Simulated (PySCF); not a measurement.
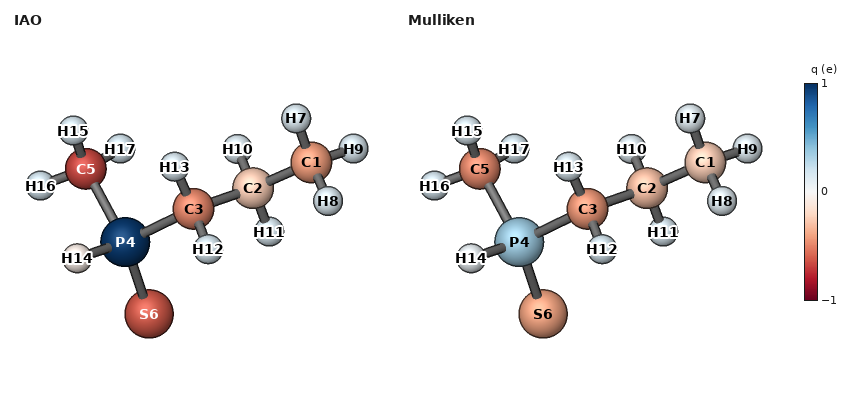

Atomic charges of one calculation by 2 schemes, on one colour scale. The computed structure is the end point of a GFN2-xTB optimisation. No frequency run is at hand to confirm it as a minimum. Method: PBE0/pcSseg-1 (PySCF 2.14.0).

Which scheme gives the most polar picture (largest mean size of the charges)?

The IAO charges are the largest in size here.

On which atom do the schemes disagree most?

On P4 (from 0.37 to 0.97 e).

List the charges (e), one line for each set of equivalent atoms.

```csv
atom,IAO,Mulliken
C1,−0.41,−0.25
C2,−0.25,−0.29
C3,−0.48,−0.43
P4,0.97,0.37
C5,−0.66,−0.47
S6,−0.62,−0.40
H7,0.13,0.11
H8,0.14,0.11
H9,0.15,0.12
H10,0.13,0.12
H11,0.15,0.15
H12,0.16,0.17
H13,0.15,0.14
H14,−0.06,0.07
H15,0.16,0.14
H16,0.18,0.17
H17,0.17,0.16
```

The geometry is semi-empirical. Around P such bond lengths and angles can be off by a tenth of an ångström or more and by several degrees, and values that hang on the shape move with them.
